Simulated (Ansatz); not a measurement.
# H2O (water) at CCSD/6-31G(d) (spherical functions)

What is the vertical electron affinity of H2O (water) at CCSD/6-31G* (spherical functions)? 

The calculation is run with Ansatz 0.2.0.

67 further runs of the same task are left out: 1 that didn't finish, 66 set aside as unsound or not needed.

### 1 The structure to begin with

H2O: 3 atoms, total charge 0, spin state singlet. SMILES: `O`. Geometry: relaxed at PBE0-D4/def2-TZVP.

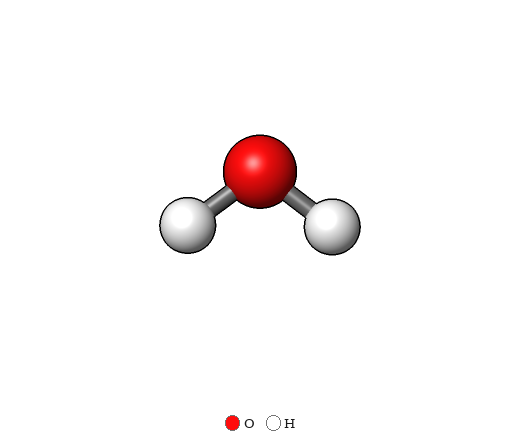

The structure, seen from a chosen angle (oxygen red, hydrogen white).

### 2 The energy at CCSD/6-31G(d) (spherical functions)

Contents of job.yaml:

```yaml
crystal:
  periodic: [false, false, false]
  atoms:
    - {symbol: O, position_ang: [-0.302700, 0.200200, -0.140600]}
    - {symbol: H, position_ang: [0.466500, 0.548400, 0.315300]}
    - {symbol: H, position_ang: [-0.163800, -0.748600, -0.174700]}
basis:
  gaussian: {orbitals: 6-31G_st_-spherical.json}
correlation: {method: ccsd, frozen_orbitals: {H: 0, O: 1}}
accuracy: high
scf: {omitted_lower_state_checks: [cluster_reference, increment]}
```

The basis set 6-31G* is read from a file made from the Basis Set Exchange's data (not shown).

The run is started by

```
$ ansatz run job.yaml --threads 1 --pin off --max-ram 2610MiB --events-out events.jsonl --progress --plain --runs-dir runs
```

Standard output, shortened:

```text
Warning: RAYON_NUM_THREADS=1 ignored (pool sized by the plan → 1); use --threads N
Functional definition: HF
  name "HF"
[...]
301 factors; integrals over basis functions are off by at most 3.8e-9 eV
[...]
mean field -2068.31148462 eV, -76.0090451078 hartree, gradient 2.1e-8 eV, S^2 0.000000; 0 other end points of the search recorded, 0 dependent functions left out
1 core orbitals not correlated: weight in the atoms' cores, before any rotation towards them, 1.000 or more for the frozen orbitals, at most 0.000 for the correlated occupied ones
reference -2068.31148462 eV, -76.0090451078 hartree; 4, 4 occupied and 13, 13 virtual orbitals, 301 factors
second order -5.02682274 eV of doubles, -0.00000000 eV of singles
cycle   1  -5.16153727 eV  change   -1.3e-1 eV  update   3.3e-2
[...]
cycle  18  -5.27792815 eV  change   4.2e-10 eV  update  2.8e-10
Total energy: -2073.58941277 eV, -76.2030053898 hartree
Checks for a lower state left out: cluster_reference, increment
```

It took 0.24 s on 1 thread of Arm Neoverse N1, shared host.

### 3 The doublet anion

Contents of run.yaml:

```yaml
basis:
  gaussian:
    orbitals: 6-31G_st_-spherical.json
crystal:
  periodic: [false, false, false]
  atoms:
    - symbol: O
      position_ang: [-0.302700, 0.200200, -0.140600]
    - symbol: H
      position_ang: [0.466500, 0.548400, 0.315300]
    - symbol: H
      position_ang: [-0.163800, -0.748600, -0.174700]
total_charge: -1
magnetization:
  spin_polarized: true
  initial_magnetization: 1
correlation:
  method: ccsd
  frozen_orbitals: {H: 0, O: 1}
accuracy: high
scf:
  omitted_lower_state_checks: [cluster_reference, increment]
```

The basis set 6-31G* is read from a file made from the Basis Set Exchange's data (not shown).

The run is started by

```
$ ansatz run run.yaml --threads 1 --pin off --max-ram 2610MiB --events-out events.jsonl --progress --plain --runs-dir runs
```

Standard output, shortened:

```text
Warning: RAYON_NUM_THREADS=1 ignored (pool sized by the plan → 1); use --threads N
Functional definition: HF
  name "HF"
[...]
303 factors; integrals over basis functions are off by at most 3.8e-9 eV
[...]
mean field -2062.77219012 eV, -75.8054797898 hartree, gradient 3.0e-8 eV, S^2 0.757240; 2 other end points of the search recorded, 0 dependent functions left out
1 core orbitals not correlated: weight in the atoms' cores, before any rotation towards them, 1.000 or more for the frozen orbitals, at most 0.000 for the correlated occupied ones
reference -2062.77219012 eV, -75.8054797898 hartree; 5, 4 occupied and 12, 13 virtual orbitals, 303 factors
second order -5.28863940 eV of doubles, -0.00000000 eV of singles
cycle   1  -5.38004691 eV  change   -9.1e-2 eV  update   3.6e-2
[...]
cycle  21  -5.50015704 eV  change   7.9e-10 eV  update  4.5e-10
Total energy: -2068.27234716 eV, -76.0076068327 hartree
Checks for a lower state left out: cluster_reference, increment
```

It took 0.46 s on 1 thread of Arm Neoverse N1, shared host.

### 4 What came out

At CCSD/6-31G* (spherical functions), 1 core orbital frozen:

| quantity | value |
| --- | --- |
| singlet H2O: total energy | -76.20301 Eh |
| singlet H2O: correlation energy (1 core orbital frozen) | -194.0 mEh |
| singlet H2O: T1 diagnostic | 0.006 |
| doublet anion: total energy | -76.00761 Eh |
| doublet anion: correlation energy (1 core orbital frozen) | -202.1 mEh |
| doublet anion: ⟨S²⟩ of the reference determinant | 0.757 |
| doublet anion: T1 diagnostic | 0.007 |
| vertical electron affinity (to the doublet anion) | -5.317 eV |

**Reading.** The anion lies 5.32 eV (123 kcal/mol) above the neutral: the electron isn't bound at this level, and such a value depends on the basis. Without diffuse functions anions come out too high.
